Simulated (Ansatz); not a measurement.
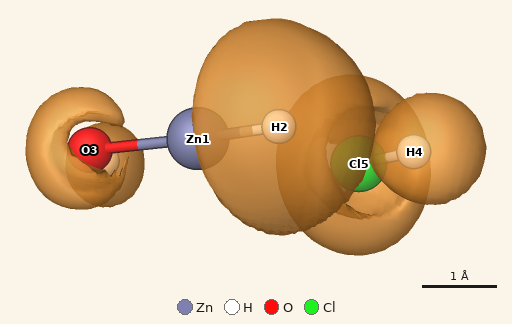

H₂OZn···HCl. Isosurface of the ELF at 0.85 (orange), seen from one side. Core shells and regions of very low density are left out.

Level of theory: Ansatz 0.2.0, RKS B3LYP/def2-SVP.

```xyz
6

Zn   -0.1844   -0.5502    0.8778
H    -0.7946    0.5293    1.7701
O     0.4884   -1.9873    0.0644
H    -0.4132    2.2893   -0.4762
Cl    0.1183    1.5526   -1.3951
H     0.7855   -1.8338   -0.8412
```

### What do the ELF domains correspond to?

The ELF exceeds this value in three regions around hydrogen nuclei, one ring or bowl of non-bonding electrons around Cl and one lobe on O, pointing away from the bonds (lone pairs, which may merge into one lobe). Along the contacts the grid gives the following. Zn1···Cl5 (3.11 Å): the ELF dips to about 0.05 between them. Zn–O (1.78 Å): the ELF peaks at about 0.85 in the valence shell of O, 0.6 Å from its nucleus, and is about 0.20 at the midpoint.
